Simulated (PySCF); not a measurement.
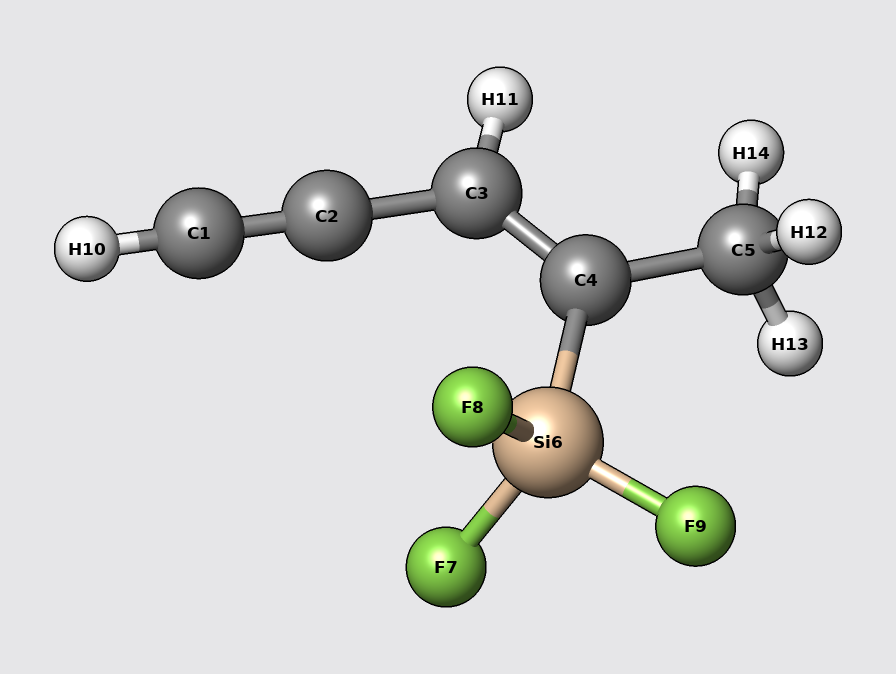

Every bond is drawn as one stick. Computed geometry: GFN2-xTB optimisation. No frequency run is at hand to confirm it as a minimum. Level of theory: PBE0/pcSseg-1 (PySCF 2.14.0).

### Which bond has the highest Mayer bond order?

C1–C2, 2.37, at a length of 1.202 Å.

List the Mayer bond orders of C1–C2, C1–H10, C2–C3, C3–C4, C3–H11, C4–C5, C4–Si6, C5–H12, C5–H14, Si6–F7, Si6–F9 (one bond of each equivalent set).

```tsv
bond	Mayer order	length (Å)
C1–C2	2.37	1.202
C1–H10	1.15	1.049
C2–C3	1.14	1.406
C3–C4	1.80	1.343
C3–H11	0.92	1.084
C4–C5	1.05	1.501
C4–Si6	0.87	1.867
C5–H12	0.94	1.089
C5–H14	0.96	1.088
Si6–F7	0.98	1.589
Si6–F9	0.96	1.590
```

The geometry is semi-empirical. Around Si such bond lengths and angles can be off by a tenth of an ångström or more and by several degrees, and values that hang on the shape move with them.
